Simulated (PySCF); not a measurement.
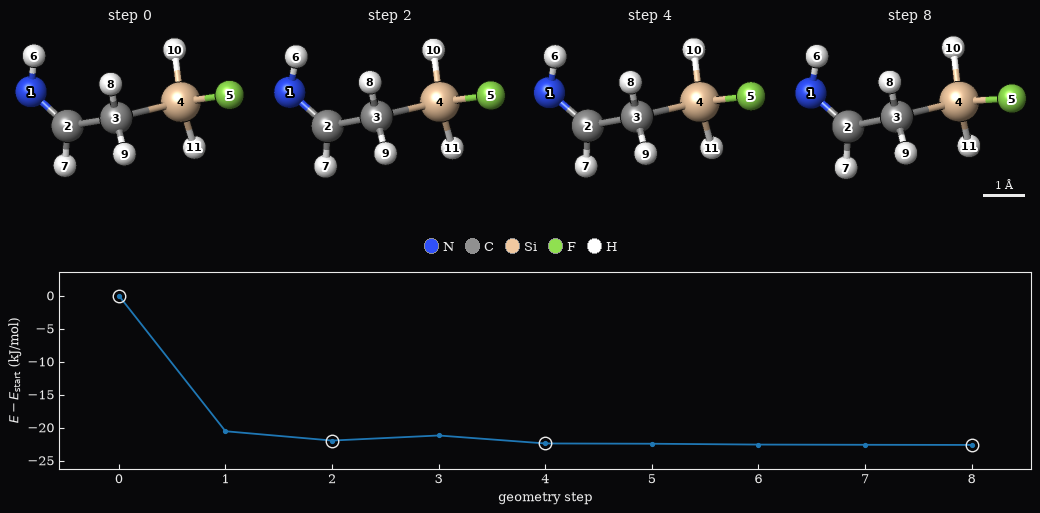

Frames of a relaxation of C₂H₆FNSi, marked on the history of the run. The picture is a ball-and-stick view, seen face on.

The start comes from GFN2-xTB. Its atoms were then displaced at random by about 0.01 Å.

Computed with PBE0-D3(BJ)/def2-SVP geometry optimisation, gas phase (PySCF). 

**What happens along the run?**

H11 moves most after the best rigid fit: 0.16 Å. Largest moves by element: H 0.16 Å, F 0.11 Å, N 0.08 Å, Si 0.07 Å, C 0.03 Å. Near-neighbour distances that change, for instance: C3–Si4 1.959 → 1.882 Å, Si4–H11 1.436 → 1.489 Å, N1–H6 0.987 → 1.028 Å, C3–H9 1.064 → 1.103 Å. Among the angles between lasting bonds that change: C2–N1–H6 116.8° → 110.3°, H10–Si4–H11 115.7° → 111.1°, C3–Si4–F5 104.9° → 108.6°. Over 8 geometry steps the energy falls by 22.6 kJ/mol. The run took 37 s on 1 thread of Arm Neoverse V1, on a shared host. From step 0 to 2: H6 moves most (0.08 Å), energy −22.0 kJ/mol. From step 2 to 4: H6 moves most (0.04 Å), energy −0.44 kJ/mol. From step 4 to 8: H11 moves most (0.10 Å), energy −0.23 kJ/mol.
